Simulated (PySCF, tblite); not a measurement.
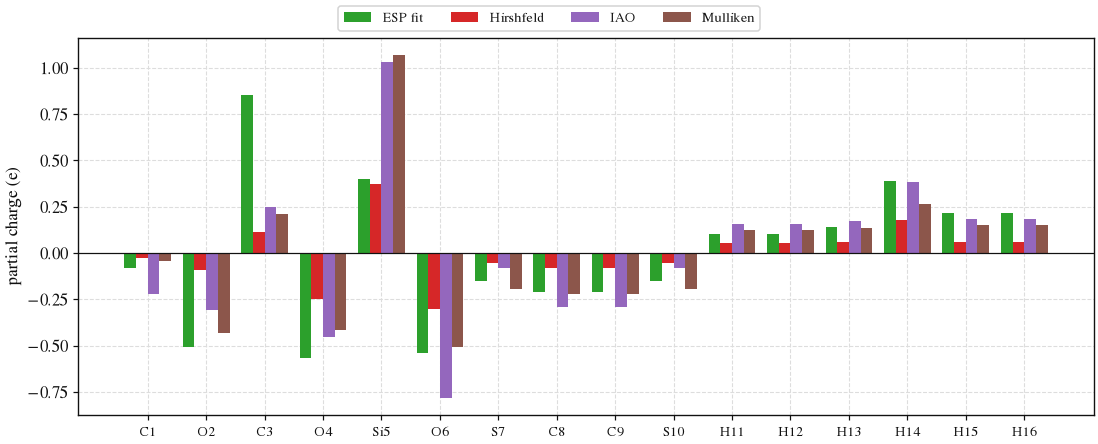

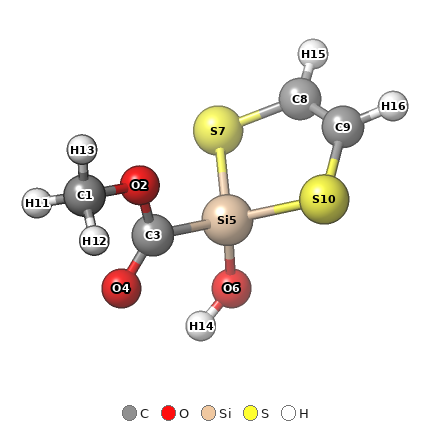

Atomic charges of C₄H₆O₃S₂Si, SMILES COC(=O)[Si]1(O)SC=CS1 by 4 schemes, PBE0/pcSseg-1, PySCF, at a GFN2-xTB geometry (a minimum by its frequencies).

> On which atom do the schemes disagree most?

On C3: ESP fit 0.85, Hirshfeld 0.11, IAO 0.25, Mulliken 0.21 e.

> Which atom is the most negative in each scheme?

ESP fit: O4 (−0.56 e); Hirshfeld: O6 (−0.30 e); IAO: O6 (−0.78 e); Mulliken: O6 (−0.51 e).

Note: the tight-binding geometry is rougher than a DFT one and adds to the error; one conformer of a flexible molecule.
